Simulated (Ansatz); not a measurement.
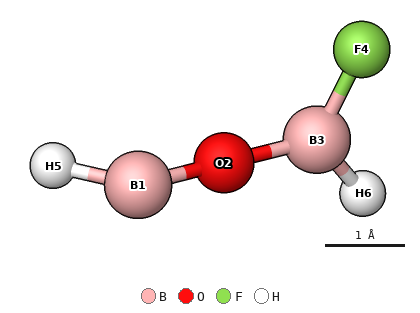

**Figure 1.** The structure as given in the input (ball-and-stick view, seen at an oblique angle; atoms are numbered from 1 in the order of the input). Bond lengths as drawn: B–F 1.35 Å, B–H 1.17 Å and B–O 1.27 to 1.32 Å.

# Geometry relaxation, with input and output: B2H2OF

- system: B2H2OF, multiplicity 2, SMILES [BH]OBF
- method: UKS PBE0-D4/def2-TZVP (Ansatz 0.2.0)

Figures and captions count atoms from 1; the log counts them from 0 in places.

### Input file
```yaml
crystal:
  periodic: [false, false, false]
  atoms:
    - {symbol: B, position_ang: [-0.505160, 0.968240, -1.158700]}
    - {symbol: O, position_ang: [-0.176230, 0.218450, -0.191990]}
    - {symbol: B, position_ang: [0.183270, -0.470530, 0.871390]}
    - {symbol: F, position_ang: [1.422840, -0.252280, 1.358400]}
    - {symbol: H, position_ang: [-0.408520, 0.767360, -2.302880]}
    - {symbol: H, position_ang: [-0.516200, -1.231230, 1.423780]}
basis:
  gaussian: {orbitals: def2-TZVP}
magnetization: {spin_polarized: true, initial_magnetization: 1}
hamiltonian: {xc: pbe0, dispersion: d4}
relax: {f_tol: 0.005, max_steps: 200}
```

Run on 2 threads of Arm Neoverse V1, 23 GiB of memory available, shared host.

Launch command:
```bash
ansatz run in.yaml --threads 2 --pin off --events-out ev --progress --plain --max-ram 4352MiB
```

### The program's output
```
Functional definition: PBE0
  name "PBE0"
  cite "Adamo & Barone, J. Chem. Phys. 110, 6158 (1999) doi:10.1063/1.478522"
  cite "Perdew, Burke & Ernzerhof, Phys. Rev. Lett. 77, 3865 (1996) doi:10.1103/PhysRevLett.77.3865"
  parent pbe
  parameter a = 0.25
  parameter kappa = 0.804
  parameter beta = 0.06672455060314922
  exchange = (1 - a)*pbe_x(kappa = kappa, mu = beta*pi^2/3) + a*exact_x
  correlation = pbe_c(beta = beta)
733 factors; their error is unknown
mean field evaluation 1: about -6142.1169 eV, gradient 3.6e1 eV
mean field evaluation 2: about -6136.6383 eV, gradient 5.4e1 eV
mean field evaluation 4: about -6146.0722 eV, gradient 2.9e0 eV
mean field evaluation 8: about -6146.0941 eV, gradient 5.2e-2 eV
mean field evaluation 16: about -6146.1117 eV, gradient 5.0e-5 eV
mean field -6146.11174650 eV, -225.8654406996 hartree, gradient 5.0e-5 eV, S^2 0.752859; 0 other end points of the search recorded, 0 dependent functions left out
the calculation of the forces begins
reference -6146.11177933 eV, -225.8654419062 hartree; 15, 14 occupied and 121, 122 virtual orbitals, 733 factors
relax step   1: F+E_penalty+E_count = -6146.17554670 eV  Δ(F+E_penalty+E_count) = +0.000e0 eV  max|allowed force component| = 1.961e0 eV/Å  Δτ_max = 0.0000 Å  (30 SCF iters, accepted)
these checks for a lower state are left out or cut short: starts, cluster_reference, orbital_swaps, neighbouring_geometries, increment
733 factors; their error is unknown
mean field -6146.19282074 eV, -225.8684201231 hartree, gradient 9.9e-6 eV, S^2 0.752727; 0 other end points of the search recorded, 0 dependent functions left out
[... from here on the field's lines of each further geometry are left out, up to the last ...]
relax step   2: F+E_penalty+E_count = -6146.25637548 eV  Δ(F+E_penalty+E_count) = -8.083e-2 eV  max|allowed force component| = 1.035e0 eV/Å  Δτ_max = 0.0455 Å  (34 SCF iters, accepted)
relax step   3: F+E_penalty+E_count = -6146.28722212 eV  Δ(F+E_penalty+E_count) = -3.085e-2 eV  max|allowed force component| = 4.161e-1 eV/Å  Δτ_max = 0.0343 Å  (34 SCF iters, accepted)
relax step   4: F+E_penalty+E_count = -6146.29070399 eV  Δ(F+E_penalty+E_count) = -3.482e-3 eV  max|allowed force component| = 2.268e-1 eV/Å  Δτ_max = 0.0163 Å  (35 SCF iters, accepted)
relax step   5: F+E_penalty+E_count = -6146.29496415 eV  Δ(F+E_penalty+E_count) = -4.260e-3 eV  max|allowed force component| = 9.470e-2 eV/Å  Δτ_max = 0.0325 Å  (35 SCF iters, accepted)
relax step   6: F+E_penalty+E_count = -6146.29316946 eV  Δ(F+E_penalty+E_count) = +1.795e-3 eV  max|allowed force component| = 1.947e-1 eV/Å  Δτ_max = 0.0188 Å  (34 SCF iters, rejected (line search))
relax step   7: F+E_penalty+E_count = -6146.29572568 eV  Δ(F+E_penalty+E_count) = -7.615e-4 eV  max|allowed force component| = 2.230e-2 eV/Å  Δτ_max = 0.0090 Å  (35 SCF iters, accepted)
relax step   8: F+E_penalty+E_count = -6146.29593306 eV  Δ(F+E_penalty+E_count) = -2.074e-4 eV  max|allowed force component| = 4.171e-2 eV/Å  Δτ_max = 0.0089 Å  (35 SCF iters, accepted)
relax step   9: F+E_penalty+E_count = -6146.29616073 eV  Δ(F+E_penalty+E_count) = -2.277e-4 eV  max|allowed force component| = 5.233e-2 eV/Å  Δτ_max = 0.0106 Å  (34 SCF iters, accepted)
relax step  10: F+E_penalty+E_count = -6146.29658976 eV  Δ(F+E_penalty+E_count) = -4.290e-4 eV  max|allowed force component| = 6.830e-2 eV/Å  Δτ_max = 0.0255 Å  (34 SCF iters, accepted)
relax step  11: F+E_penalty+E_count = -6146.29674422 eV  Δ(F+E_penalty+E_count) = -1.545e-4 eV  max|allowed force component| = 2.968e-2 eV/Å  Δτ_max = 0.0035 Å  (36 SCF iters, accepted)
relax step  12: F+E_penalty+E_count = -6146.29679173 eV  Δ(F+E_penalty+E_count) = -4.751e-5 eV  max|allowed force component| = 8.017e-3 eV/Å  Δτ_max = 0.0051 Å  (35 SCF iters, accepted)
relax step  13: F+E_penalty+E_count = -6146.29680235 eV  Δ(F+E_penalty+E_count) = -1.063e-5 eV  max|allowed force component| = 8.966e-3 eV/Å  Δτ_max = 0.0039 Å  (34 SCF iters, accepted)
the calculation of the forces begins
reference -6146.23339548 eV, -225.8699112174 hartree; 15, 14 occupied and 121, 122 virtual orbitals, 733 factors
relax step  14: F+E_penalty+E_count = -6146.29680658 eV  Δ(F+E_penalty+E_count) = -4.227e-6 eV  max|allowed force component| = 3.680e-3 eV/Å  Δτ_max = 0.0012 Å  (27 SCF iters, accepted)
```

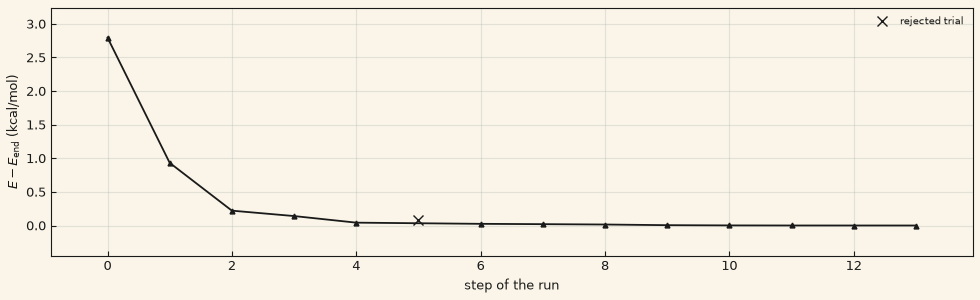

**Figure 2.** Progress of the relaxation, step by step (the first geometry is step 0 here and step 1 in the log).

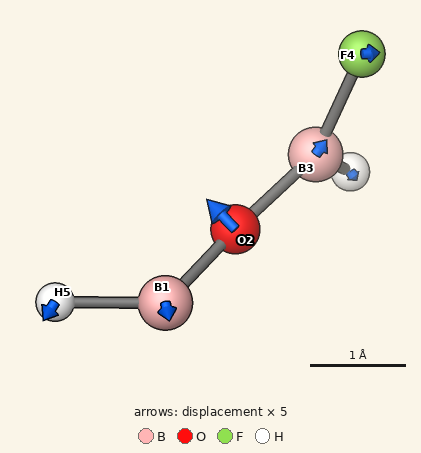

**Figure 3.** The starting structure with the displacements as blue arrows, magnified 5 times (ball-and-stick view, seen at a tilt). The two geometries are laid on each other by the best rigid fit. The atom that moves furthest after the best rigid fit is O2 (0.092 Å). By element the largest moves are O 0.092 Å, H 0.050 Å, B 0.045 Å, F 0.043 Å. Distances before and after: B1–O2 1.267 → 1.316 Å, B1–H5 1.166 → 1.200 Å, B3–F4 1.350 → 1.321 Å, O2–B3 1.317 → 1.344 Å. Among the angles that change: B1–O2–B3 175.3° → 166.5°, O2–B1–H5 128.7° → 123.1°, O2–B3–H6 123.9° → 121.1°. Over 13 geometry steps the energy falls by 2.80 kcal/mol. The largest force component goes from 2 to 0.0037 eV/Å. The line search rejected the trial step at point 5 (counted from 0) and went back. (Atoms are counted from 1 in the order of the input.)

```
733 factors; their error is unknown
mean field -6146.23336258 eV, -225.8699100082 hartree, gradient 1.6e-5 eV, S^2 0.752636; 1 other end points of the search recorded, 0 dependent functions left out
the calculation of the forces begins
reference -6146.23339548 eV, -225.8699112174 hartree; 15, 14 occupied and 121, 122 virtual orbitals, 733 factors
Total energy: -6146.29683948 eV, -225.8722427414 hartree
Atom 0 at    -0.533669     1.004185    -1.159186 Å, force     0.000403     0.000375    -0.000442 eV/Å
Atom 1 at    -0.126450     0.156736    -0.238830 Å, force     0.000831     0.001998    -0.001914 eV/Å
Atom 2 at     0.215354    -0.472485     0.898034 Å, force     0.002622    -0.003680     0.001972 eV/Å
Atom 3 at     1.416512    -0.251638     1.402502 Å, force    -0.002893     0.001020    -0.001188 eV/Å
Atom 4 at    -0.437466     0.790097    -2.336440 Å, force    -0.000620    -0.000919     0.002181 eV/Å
Atom 5 at    -0.534281    -1.226885     1.433920 Å, force    -0.000343     0.001206    -0.000608 eV/Å
Dipole moment:    -0.111091    -0.140194    -0.054726 e Å
```

### Trajectory as extended XYZ (Å, eV, eV/Å), 14 frames, from step=1 to step=14
```
6
Properties=species:S:1:pos:R:3:forces:R:3 step=1 energy=-6146.17555
B    -0.5052    0.9682   -1.1587   -0.8960   1.9606  -1.0431
O    -0.1762    0.2185   -0.1920    0.3178  -1.1332   0.8528
B     0.1833   -0.4705    0.8714    1.5557  -0.0243   1.1494
F     1.4228   -0.2523    1.3584   -0.7828  -0.1861  -0.3088
H    -0.4085    0.7674   -2.3029    0.1585  -0.3206  -0.7635
H    -0.5162   -1.2312    1.4238   -0.3533  -0.2964   0.1133
6
Properties=species:S:1:pos:R:3:forces:R:3 step=2 energy=-6146.25637
B    -0.5294    0.9889   -1.1729   -0.3841   0.8564  -0.3504
O    -0.1862    0.2346   -0.1773    0.0507  -0.3873   0.2740
B     0.1809   -0.4437    0.9081    1.0353  -0.3840   0.2446
F     1.4340   -0.2753    1.3489   -0.5919   0.0398  -0.0689
H    -0.3898    0.7546   -2.3300    0.0849  -0.2078  -0.1896
H    -0.5095   -1.2590    1.4232   -0.1949   0.0829   0.0904
6
Properties=species:S:1:pos:R:3:forces:R:3 step=3 energy=-6146.28722
B    -0.5397    1.0107   -1.1758   -0.0498   0.1266  -0.0090
O    -0.1808    0.2316   -0.1810   -0.0155  -0.1290  -0.0951
B     0.2007   -0.4693    0.8966    0.4161   0.0331   0.2189
F     1.4311   -0.2682    1.3676   -0.3827  -0.0609  -0.1299
H    -0.3941    0.7531   -2.3425    0.0187  -0.0648   0.1129
H    -0.5172   -1.2580    1.4352    0.0132   0.0950  -0.0978
6
Properties=species:S:1:pos:R:3:forces:R:3 step=4 energy=-6146.29070
B    -0.5351    1.0105   -1.1730   -0.0665   0.1472  -0.0220
O    -0.1739    0.2196   -0.1897   -0.0357  -0.1224  -0.0929
B     0.2019   -0.4703    0.8962    0.2268   0.0072   0.1509
F     1.4233   -0.2653    1.3696   -0.1066  -0.0202  -0.0276
H    -0.4006    0.7591   -2.3407    0.0224  -0.0619   0.0705
H    -0.5155   -1.2536    1.4377   -0.0403   0.0501  -0.0789
6
Properties=species:S:1:pos:R:3:forces:R:3 step=5 energy=-6146.29496
B    -0.5332    1.0204   -1.1658    0.0383  -0.0947   0.0239
O    -0.1695    0.1930   -0.2078    0.0108   0.0296  -0.0700
B     0.2104   -0.4725    0.8948   -0.0519   0.0120   0.0544
F     1.4216   -0.2588    1.3788    0.0133   0.0112  -0.0282
H    -0.4084    0.7616   -2.3342   -0.0150   0.0297   0.0552
H    -0.5211   -1.2437    1.4343    0.0044   0.0122  -0.0353
6
Properties=species:S:1:pos:R:3:forces:R:3 step=6 energy=-6146.29317 accepted=F
B    -0.5329    1.0129   -1.1647   -0.0039   0.0159   0.0456
O    -0.1593    0.1850   -0.2138   -0.0400   0.0185   0.0287
B     0.2031   -0.4606    0.9073    0.1172  -0.1250  -0.1947
F     1.4228   -0.2599    1.3739   -0.0110   0.0478   0.0838
H    -0.4115    0.7678   -2.3322   -0.0035  -0.0065  -0.0290
H    -0.5222   -1.2452    1.4296   -0.0588   0.0493   0.0656
6
Properties=species:S:1:pos:R:3:forces:R:3 step=7 energy=-6146.29573
B    -0.5312    1.0172   -1.1641    0.0055  -0.0223   0.0105
O    -0.1648    0.1868   -0.2123    0.0076   0.0003  -0.0186
B     0.2089   -0.4704    0.8970   -0.0030  -0.0106   0.0050
F     1.4208   -0.2570    1.3782    0.0176   0.0142   0.0041
H    -0.4114    0.7652   -2.3319   -0.0082   0.0158  -0.0010
H    -0.5223   -1.2418    1.4330   -0.0195   0.0027   0.0000
6
Properties=species:S:1:pos:R:3:forces:R:3 step=8 energy=-6146.29593
B    -0.5298    1.0159   -1.1626   -0.0025  -0.0070   0.0092
O    -0.1606    0.1805   -0.2169    0.0073  -0.0043   0.0035
B     0.2092   -0.4702    0.8978   -0.0154  -0.0158  -0.0270
F     1.4198   -0.2550    1.3796    0.0417   0.0163   0.0245
H    -0.4148    0.7685   -2.3307   -0.0068   0.0148  -0.0259
H    -0.5239   -1.2397    1.4328   -0.0242  -0.0041   0.0157
6
Properties=species:S:1:pos:R:3:forces:R:3 step=9 energy=-6146.29616
B    -0.5288    1.0139   -1.1612   -0.0081   0.0038   0.0094
O    -0.1544    0.1736   -0.2222    0.0070  -0.0106   0.0174
B     0.2102   -0.4708    0.8983   -0.0253  -0.0090  -0.0468
F     1.4187   -0.2528    1.3829    0.0523   0.0122   0.0359
H    -0.4196    0.7732   -2.3307   -0.0046   0.0118  -0.0389
H    -0.5262   -1.2370    1.4330   -0.0213  -0.0083   0.0229
6
Properties=species:S:1:pos:R:3:forces:R:3 step=10 energy=-6146.29659
B    -0.5289    1.0083   -1.1591   -0.0108   0.0105   0.0109
O    -0.1368    0.1597   -0.2343    0.0045  -0.0181   0.0339
B     0.2132   -0.4722    0.8991   -0.0291   0.0087  -0.0683
F     1.4167   -0.2497    1.3939    0.0432   0.0016   0.0382
H    -0.4322    0.7845   -2.3330    0.0002   0.0039  -0.0366
H    -0.5319   -1.2307    1.4335   -0.0081  -0.0066   0.0218
6
Properties=species:S:1:pos:R:3:forces:R:3 step=11 energy=-6146.29674
B    -0.5303    1.0073   -1.1596   -0.0061   0.0038   0.0029
O    -0.1342    0.1598   -0.2350    0.0058  -0.0091   0.0140
B     0.2140   -0.4724    0.8985   -0.0156   0.0028  -0.0297
F     1.4168   -0.2508    1.3972    0.0181   0.0014   0.0153
H    -0.4340    0.7860   -2.3350    0.0005   0.0021  -0.0113
H    -0.5324   -1.2299    1.4338   -0.0028  -0.0010   0.0088
6
Properties=species:S:1:pos:R:3:forces:R:3 step=12 energy=-6146.29679
B    -0.5317    1.0057   -1.1593   -0.0031   0.0016  -0.0032
O    -0.1302    0.1575   -0.2374    0.0063  -0.0052   0.0012
B     0.2150   -0.4732    0.8976   -0.0039   0.0080   0.0059
F     1.4165   -0.2508    1.4006   -0.0008  -0.0027  -0.0033
H    -0.4362    0.7888   -2.3361    0.0003   0.0006   0.0011
H    -0.5334   -1.2280    1.4346    0.0012  -0.0023  -0.0017
6
Properties=species:S:1:pos:R:3:forces:R:3 step=13 energy=-6146.29680
B    -0.5347    1.0037   -1.1592    0.0031  -0.0012   0.0044
O    -0.1265    0.1572   -0.2384   -0.0037   0.0049  -0.0090
B     0.2154   -0.4726    0.8980   -0.0006  -0.0011  -0.0001
F     1.4166   -0.2518    1.4019    0.0037   0.0003   0.0042
H    -0.4364    0.7902   -2.3363   -0.0016  -0.0018   0.0005
H    -0.5344   -1.2267    1.4341   -0.0007  -0.0010   0.0000
6
Properties=species:S:1:pos:R:3:forces:R:3 step=14 energy=-6146.29681
B    -0.5337    1.0042   -1.1592    0.0004   0.0004  -0.0004
O    -0.1265    0.1567   -0.2388    0.0008   0.0020  -0.0019
B     0.2154   -0.4725    0.8980    0.0026  -0.0037   0.0020
F     1.4165   -0.2516    1.4025   -0.0029   0.0010  -0.0012
H    -0.4375    0.7901   -2.3364   -0.0006  -0.0009   0.0022
H    -0.5343   -1.2269    1.4339   -0.0003   0.0012  -0.0006
```

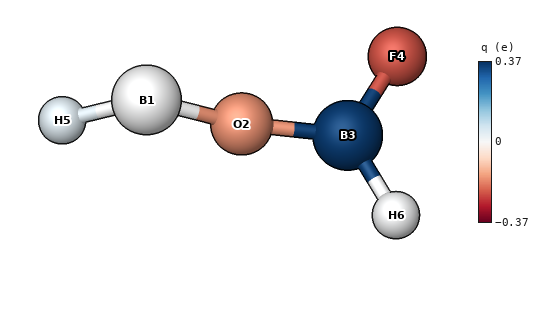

**Figure 4.** Mulliken charges, as the colour of each atom (ball-and-stick view, seen at a tilt; atoms are numbered from 1 in the order of the input). By element: B 0.00 to +0.35, O −0.17, F −0.23 and H 0.00 to +0.04 e.

### Results in brief

- outcome: converged
- total energy: −6146.2968 eV
- mean-field energy: −6146.2334 eV
- dispersion energy: −0.0634 eV
- ⟨S²⟩: 0.753
- SCF solution under orbital rotations: stable
- largest force (length of the vector) at the end: 0.005 eV/Å
- dipole moment: 0.90 D
- wall time: 41 s (CPU time 79 s)
- peak memory: 0.24 GiB
